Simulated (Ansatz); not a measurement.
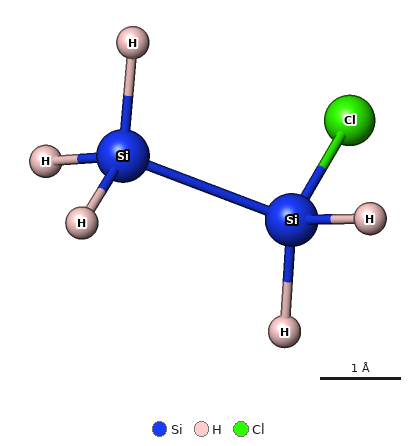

The starting structure (ball-and-stick view, seen at a tilt).

Nudged elastic band of Si$_{2}$H$_{5}$Cl

The run: nudged elastic band of Si$_{2}$H$_{5}$Cl. Method and program: RKS BLYP/def2-SVP (Ansatz 0.2.0).

It belongs to a series of runs on one base structure; here: band between the two ends.

Output
```
Engine: ansatz 0.2.0, aarch64-unknown-linux-gnu
Functional definition: BLYP
  parameter beta = 0.0042
  parameter a = 0.04918
  parameter b = 0.132
  parameter c = 0.2533
  parameter d = 0.349
  exchange = b88_x(beta = beta)
  correlation = lyp_c(a = a, b = b, c = c, d = d)
877 factors; their error is unknown
mean field evaluation 1: about -28349.5139 eV, gradient 1.6e1 eV
mean field evaluation 2: about -28350.2972 eV, gradient 9.6e0 eV
mean field evaluation 4: about -28350.6127 eV, gradient 7.3e-1 eV
mean field evaluation 8: about -28350.5363 eV, gradient 1.1e-1 eV
mean field evaluation 16: about -28350.5364 eV, gradient 8.7e-6 eV
mean field -28350.53635855 eV, -1041.8629944928 hartree, gradient 8.7e-6 eV, S^2 0.000000; 0 other end points of the search recorded, 0 dependent functions left out
the calculation of the forces begins
reference -28350.53670188 eV, -1041.8630071100 hartree; 25, 25 occupied and 54, 54 virtual orbitals, 877 factors
877 factors; their error is unknown
mean field evaluation 32: about -28349.0209 eV, gradient 1.7e-5 eV
mean field -28349.02088262 eV, -1041.8073017799 hartree, gradient 1.7e-5 eV, S^2 0.000000; 0 other end points of the search recorded, 0 dependent functions left out
[... from here on the field's lines of each further geometry are left out, up to the last ...]
NEB iter   1: max|band force component| = 2.812e1 eV/Å  barrier→ = 10.9323 eV  barrier← = 9.4168 eV  Δτ_max = 0.2000 Å  (198 SCF iters)
NEB iter   2: max|band force component| = 9.344e0 eV/Å  barrier→ = 5.3897 eV  barrier← = 3.8742 eV  Δτ_max = 0.1971 Å  (146 SCF iters)
NEB iter   3: max|band force component| = 5.605e0 eV/Å  barrier→ = 3.3965 eV  barrier← = 1.8810 eV  Δτ_max = 0.1977 Å  (131 SCF iters)
NEB iter   4: max|band force component| = 3.538e0 eV/Å  barrier→ = 2.8444 eV  barrier← = 1.3290 eV  Δτ_max = 0.1894 Å  (131 SCF iters)
NEB iter   5: max|band force component| = 2.728e0 eV/Å  barrier→ = 2.3108 eV  barrier← = 0.7953 eV  Δτ_max = 0.2000 Å  (135 SCF iters)
NEB iter   6: max|band force component| = 1.806e0 eV/Å  barrier→ = 1.9627 eV  barrier← = 0.4472 eV  Δτ_max = 0.2000 Å  (140 SCF iters)
NEB iter   7: max|band force component| = 1.787e0 eV/Å  barrier→ = 2.1122 eV  barrier← = 0.5967 eV  Δτ_max = 0.1001 Å  (137 SCF iters)
NEB iter   8: max|band force component| = 1.410e0 eV/Å  barrier→ = 2.1083 eV  barrier← = 0.5928 eV  Δτ_max = 0.1022 Å  (134 SCF iters)
NEB iter   9: max|band force component| = 1.291e0 eV/Å  barrier→ = 2.0422 eV  barrier← = 0.5267 eV  Δτ_max = 0.1034 Å  (131 SCF iters)
NEB iter  10: max|band force component| = 1.501e0 eV/Å  barrier→ = 1.9222 eV  barrier← = 0.4067 eV  Δτ_max = 0.0502 Å  (132 SCF iters)
NEB iter  11: max|band force component| = 7.078e-1 eV/Å  barrier→ = 1.8274 eV  barrier← = 0.3119 eV  Δτ_max = 0.1004 Å  (132 SCF iters)
NEB iter  12: max|band force component| = 3.039e-1 eV/Å  barrier→ = 1.7646 eV  barrier← = 0.2491 eV  CI = image 3  Δτ_max = 0.1975 Å  (134 SCF iters)
NEB iter  13: max|band force component| = 3.930e-1 eV/Å  barrier→ = 1.8805 eV  barrier← = 0.3650 eV  CI = image 3  Δτ_max = 0.1959 Å  (137 SCF iters)
NEB iter  14: max|band force component| = 5.711e-1 eV/Å  barrier→ = 2.0276 eV  barrier← = 0.5121 eV  CI = image 3  Δτ_max = 0.1024 Å  (137 SCF iters)
NEB iter  15: max|band force component| = 9.626e-1 eV/Å  barrier→ = 2.0321 eV  barrier← = 0.5166 eV  CI = image 3  Δτ_max = 0.0500 Å  (132 SCF iters)
NEB iter  16: max|band force component| = 4.591e-1 eV/Å  barrier→ = 1.9823 eV  barrier← = 0.4669 eV  CI = image 3  Δτ_max = 0.0869 Å  (136 SCF iters)
NEB iter  17: max|band force component| = 1.633e-1 eV/Å  barrier→ = 1.9606 eV  barrier← = 0.4451 eV  CI = image 3  Δτ_max = 0.1007 Å  (134 SCF iters)
NEB iter  18: max|band force component| = 1.293e-1 eV/Å  barrier→ = 1.9575 eV  barrier← = 0.4420 eV  CI = image 3  Δτ_max = 0.1007 Å  (131 SCF iters)
NEB iter  19: max|band force component| = 1.159e-1 eV/Å  barrier→ = 1.9571 eV  barrier← = 0.4417 eV  CI = image 3  Δτ_max = 0.1002 Å  (130 SCF iters)
NEB iter  20: max|band force component| = 1.517e-1 eV/Å  barrier→ = 1.9570 eV  barrier← = 0.4415 eV  CI = image 3  Δτ_max = 0.0502 Å  (120 SCF iters)
NEB iter  21: max|band force component| = 7.054e-2 eV/Å  barrier→ = 1.9566 eV  barrier← = 0.4411 eV  CI = image 3  Δτ_max = 0.1001 Å  (135 SCF iters)
NEB iter  22: max|band force component| = 2.907e-2 eV/Å  barrier→ = 1.9563 eV  barrier← = 0.4408 eV  CI = image 3  Δτ_max = 0.0130 Å  (137 SCF iters)
the calculation of the forces begins
reference -28349.00108634 eV, -1041.8065742800 hartree; 25, 25 occupied and 54, 54 virtual orbitals, 877 factors
877 factors; their error is unknown
mean field evaluation 960: about -28348.5803 eV, gradient 4.3e-5 eV
mean field -28348.58032359 eV, -1041.7911115339 hartree, gradient 1.4e-5 eV, S^2 0.000000; 1 other end points of the search recorded, 0 dependent functions left out
the calculation of the forces begins
reference -28348.58066291 eV, -1041.7911240040 hartree; 25, 25 occupied and 54, 54 virtual orbitals, 877 factors
NEB iter  23: max|band force component| = 2.907e-2 eV/Å  barrier→ = 1.9560 eV  barrier← = 0.4406 eV  CI = image 3  Δτ_max = 0.0000 Å  (155 SCF iters)
```

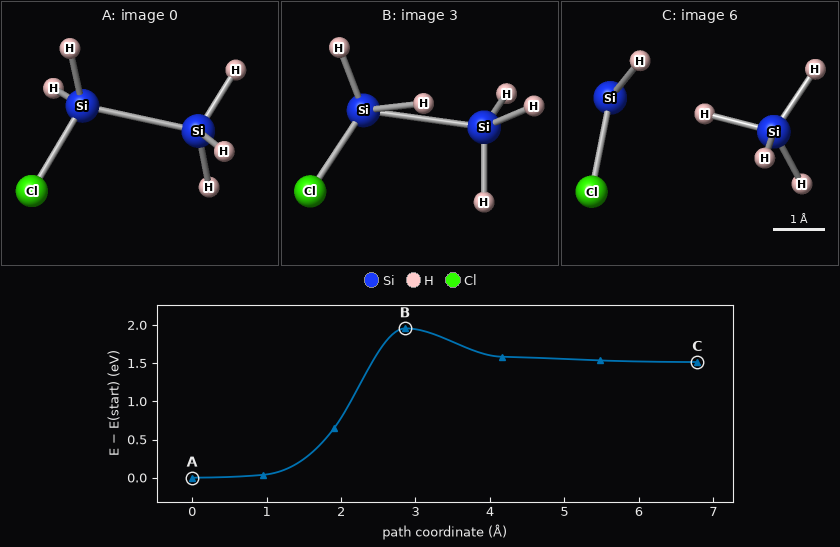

Images of the last band (counted from 0; ball-and-stick, seen at a tilt) above the energy along the path; the line is a cubic interpolation that uses the forces. The highest image is number 3, 1.956 eV above the start and 0.441 eV above the end (the climbing image); the end lies 1.515 eV above the start. The path is 6.78 Å long. The band converged in 23 iterations.

```
Total energy: -28348.58066291 eV, -1041.7911240040 hartree
Atom 0 at    -0.469244     0.114072     0.232968 Å, force     0.006392    -0.007305     0.008291 eV/Å
Atom 1 at     1.107423    -0.033524     2.074254 Å, force    -0.001944     0.000124     0.000539 eV/Å
Atom 2 at     0.326017    -0.692097     3.176848 Å, force    -0.000394    -0.001195    -0.003266 eV/Å
Atom 3 at     2.451769    -0.716398     2.072857 Å, force     0.000380     0.003069     0.001728 eV/Å
Atom 4 at     1.310333     1.432059     2.289116 Å, force     0.000129     0.000456     0.003502 eV/Å
Atom 5 at     1.167280    -0.339157     0.311615 Å, force    -0.003935    -0.002296    -0.007091 eV/Å
Atom 6 at    -0.200307     1.844290    -0.971217 Å, force     0.001559     0.008291    -0.006567 eV/Å
Atom 7 at    -0.486571    -1.062545    -0.715642 Å, force    -0.002188    -0.001144     0.002863 eV/Å
Dipole moment:     0.092184    -0.236831     0.267944 e Å
this run last wrote the band of iteration 23 to [file]; this run last wrote the band within `neb.f_tol` of iteration 22 to [file]
```

The last band as extended XYZ (Å, eV, eV/Å)
```
8
Properties=species:S:1:pos:R:3:forces:R:3 image=0 energy=-28350.53636
Si    0.3870    0.0082   -0.0643   -0.0013   0.0044   0.0020
Si    1.0190    0.0025    2.2168   -0.0041   0.0008  -0.0151
H    -0.1878   -0.2132    3.0812   -0.0028   0.0009   0.0032
H     2.0063   -1.1031    2.4646    0.0032  -0.0046   0.0089
H     1.6519    1.3157    2.5700    0.0050   0.0015   0.0035
H     1.5777    0.1829   -0.9610   -0.0043   0.0007  -0.0016
Cl   -0.9353    1.6179   -0.3919    0.0015  -0.0064   0.0010
H    -0.3122   -1.2642   -0.4446    0.0027   0.0026  -0.0020
8
Properties=species:S:1:pos:R:3:forces:R:3 image=1 energy=-28350.49894
Si    0.3245   -0.0122   -0.0456    0.0335  -0.0027  -0.0138
Si    1.0036    0.0087    2.2289    0.0043   0.0038  -0.0039
H    -0.0160   -0.5854    3.1559   -0.0321   0.0202  -0.0199
H     2.2715   -0.7925    2.3284   -0.0071  -0.0158   0.0319
H     1.2881    1.4236    2.6369    0.0120  -0.0004   0.0175
H     1.5582   -0.1597   -0.8835    0.0115   0.0091  -0.0780
Cl   -0.6126    1.8004   -0.5679   -0.0257  -0.0067   0.0287
H    -0.6106   -1.1362   -0.3823    0.0035  -0.0074   0.0375
8
Properties=species:S:1:pos:R:3:forces:R:3 image=2 energy=-28349.88473
Si    0.0412    0.0027    0.0711    0.8131  -0.1400  -0.2298
Si    0.9762   -0.0093    2.2297   -0.1929   0.0477   0.2298
H     0.2423   -0.6810    3.3370   -0.1327   0.0941   0.2855
H     2.3203   -0.6823    2.0790   -0.2329  -0.0072  -0.0125
H     1.2367    1.4498    2.4526   -0.0187   0.0344   0.2206
H     1.4596   -0.2888   -0.2477    0.4282   0.0150  -0.8909
Cl   -0.3949    1.8537   -0.8212   -0.2337   0.0035   0.1866
H    -0.6747   -1.0980   -0.6296   -0.4304  -0.0475   0.2107
8
Properties=species:S:1:pos:R:3:forces:R:3 image=3 energy=-28348.58032
Si   -0.4692    0.1141    0.2330    0.0064  -0.0073   0.0083
Si    1.1074   -0.0335    2.0743   -0.0019   0.0001   0.0005
H     0.3260   -0.6921    3.1768   -0.0004  -0.0012  -0.0033
H     2.4518   -0.7164    2.0729    0.0004   0.0031   0.0017
H     1.3103    1.4321    2.2891    0.0001   0.0005   0.0035
H     1.1673   -0.3392    0.3116   -0.0039  -0.0023  -0.0071
Cl   -0.2003    1.8443   -0.9712    0.0016   0.0083  -0.0066
H    -0.4866   -1.0625   -0.7156   -0.0022  -0.0011   0.0029
8
Properties=species:S:1:pos:R:3:forces:R:3 image=4 energy=-28348.95171
Si   -0.9962    0.3022   -0.2595   -0.0027   0.0128  -0.0221
Si    1.3478   -0.0748    2.2748    0.0058  -0.0053  -0.0012
H     0.4406   -0.6611    3.3087    0.0038   0.0003   0.0050
H     2.7036   -0.7093    2.3271    0.0017   0.0001  -0.0026
H     1.4448    1.4091    2.4201    0.0013   0.0012   0.0045
H     0.7525   -0.3817    0.9118   -0.0067   0.0038   0.0124
Cl    0.0559    1.6595   -1.5365   -0.0073  -0.0145   0.0087
H    -0.5424   -0.9971   -0.9755    0.0040   0.0016  -0.0047
8
Properties=species:S:1:pos:R:3:forces:R:3 image=5 energy=-28349.00073
Si   -0.8738    0.2609   -0.5902   -0.0126   0.0143  -0.0046
Si    1.1687    0.0164    2.3191    0.0104  -0.0009  -0.0087
H     0.5792   -0.4782    3.6034    0.0006  -0.0013  -0.0039
H     2.2660   -0.8824    1.8491   -0.0086  -0.0011  -0.0201
H     1.6423    1.4277    2.4502   -0.0010   0.0025   0.0030
H     0.0394    0.0200    1.2853   -0.0148   0.0223   0.0068
Cl    0.6984    1.3405   -1.5773   -0.0020  -0.0316   0.0321
H    -0.3136   -1.1582   -0.8687    0.0280  -0.0042  -0.0047
8
Properties=species:S:1:pos:R:3:forces:R:3 image=6 energy=-28349.02088
Si   -0.6909    0.3184   -0.5956    0.0218  -0.0055  -0.0105
Si    1.0659    0.1040    2.2282    0.0036   0.0035  -0.0049
H     0.3991   -0.7786    3.2356   -0.0010   0.0002  -0.0015
H     2.1346   -0.6140    1.4754   -0.0051   0.0044   0.0030
H     1.5868    1.3554    2.8626    0.0014  -0.0056  -0.0022
H    -0.0292    0.5898    1.2481   -0.0010  -0.0024   0.0034
Cl    1.1354    0.7560   -1.6448   -0.0174  -0.0028   0.0112
H    -0.3949   -1.1843   -0.3386   -0.0021   0.0082   0.0014
```

The run was set up as follows.

The input
```yaml
crystal:
  periodic: [false, false, false]
  atoms:
    - { symbol: Si, position_ang: [0.386996, 0.008226, -0.06431] }
    - { symbol: Si, position_ang: [1.019012, 0.00247, 2.216811] }
    - { symbol: H, position_ang: [-0.187833, -0.213248, 3.081211] }
    - { symbol: H, position_ang: [2.006318, -1.103126, 2.464554] }
    - { symbol: H, position_ang: [1.651894, 1.315727, 2.56998] }
    - { symbol: H, position_ang: [1.577746, 0.182945, -0.960979] }
    - { symbol: Cl, position_ang: [-0.935263, 1.617858, -0.391882] }
    - { symbol: H, position_ang: [-0.31217, -1.264153, -0.444586] }
basis:
  gaussian: { orbitals: def2-SVP }
hamiltonian:
  xc: blyp
neb:
  order_check: false
  images: 5
  f_tol: 0.03
  max_iterations: 60
  final_atoms:
    - { symbol: Si, position_ang: [-0.69093142, 0.31838227, -0.59564588] }
    - { symbol: Si, position_ang: [1.06590888, 0.1040138, 2.22821203] }
    - { symbol: H, position_ang: [0.39905182, -0.77858073, 3.23555478] }
    - { symbol: H, position_ang: [2.1345574, -0.6139876, 1.4753991] }
    - { symbol: H, position_ang: [1.58679414, 1.35538535, 2.86260183] }
    - { symbol: H, position_ang: [-0.02916666, 0.58981747, 1.24807447] }
    - { symbol: Cl, position_ang: [1.13540553, 0.75599926, -1.64482866] }
    - { symbol: H, position_ang: [-0.39491969, -1.18433082, -0.33856868] }
  initial_path:
    images:
      - { positions_ang: [[0.386996, 0.008226, -0.06431], [1.019012, 0.00247, 2.216811], [-0.187833, -0.213248, 3.081211], [2.006318, -1.103126, 2.464554], [1.651894, 1.315727, 2.56998], [1.577746, 0.182945, -0.960979], [-0.935263, 1.617858, -0.391882], [-0.31217, -1.264153, -0.444586]] }
      - { positions_ang: [[0.25986468, 0.00915384, -0.04423139], [1.11428536, -0.00168993, 2.15701345], [-0.12906531, -0.28393135, 2.8918473], [2.10888825, -1.05166562, 2.48267399], [1.63609281, 1.31943211, 2.56065367], [1.60651172, 0.12659633, -0.61755866], [-0.95613202, 1.66360831, -0.49395405], [-0.43374549, -1.23480468, -0.46564531]] }
      - { positions_ang: [[0.13273336, 0.01008167, -0.02415277], [1.20955871, -0.00584985, 2.09721589], [-0.07029761, -0.3546147, 2.7024836], [2.21145851, -1.00020524, 2.50079397], [1.62029161, 1.32313721, 2.55132735], [1.63527745, 0.07024766, -0.27413832], [-0.97700104, 1.70935861, -0.59602611], [-0.55532098, -1.20545637, -0.48670461]] }
      - { positions_ang: [[0.00560203, 0.01100951, -0.00407416], [1.30483207, -0.01000978, 2.03741834], [-0.01152992, -0.42529805, 2.51311991], [2.31402876, -0.94874486, 2.51891396], [1.60449042, 1.32684232, 2.54200102], [1.66404317, 0.01389899, 0.06928202], [-0.99787007, 1.75510892, -0.69809816], [-0.67689647, -1.17610805, -0.50776392]] }
      - { positions_ang: [[-0.22657578, 0.11346709, -0.20126473], [1.22519101, 0.02799808, 2.10101624], [0.12533066, -0.54305894, 2.75393153], [2.25420497, -0.8371591, 2.17107567], [1.59859166, 1.33635666, 2.64886796], [1.09963989, 0.20587182, 0.46221283], [-0.2867782, 1.42207237, -1.01367499], [-0.58290421, -1.17884898, -0.4513655]] }
      - { positions_ang: [[-0.4587536, 0.21592468, -0.39845531], [1.14554995, 0.06600594, 2.16461413], [0.26219124, -0.66081984, 2.99474316], [2.19438119, -0.72557335, 1.82323739], [1.5926929, 1.34587101, 2.75573489], [0.53523662, 0.39784464, 0.85514365], [0.42431366, 1.08903581, -1.32925182], [-0.48891195, -1.1815899, -0.39496709]] }
      - { positions_ang: [[-0.69093142, 0.31838227, -0.59564588], [1.06590888, 0.1040138, 2.22821203], [0.39905182, -0.77858073, 3.23555478], [2.1345574, -0.6139876, 1.4753991], [1.58679414, 1.35538535, 2.86260183], [-0.02916666, 0.58981747, 1.24807447], [1.13540553, 0.75599926, -1.64482866], [-0.39491969, -1.18433082, -0.33856868]] }
```

Command:
```bash
ansatz run input.yaml --threads 1 --pin off --max-ram 2048MiB --backend cpu --events-out ev --progress --plain --runs-dir out
```

Key numbers

- outcome: converged
- barrier, forward: 1.956 eV
- barrier, backward: 0.441 eV
- hardware: 1 thread of Arm Neoverse V2, 24 GiB of memory available, shared host
- wall time: 3.2 min
- peak memory: 0.15 GiB

The order of the saddle point was not checked.
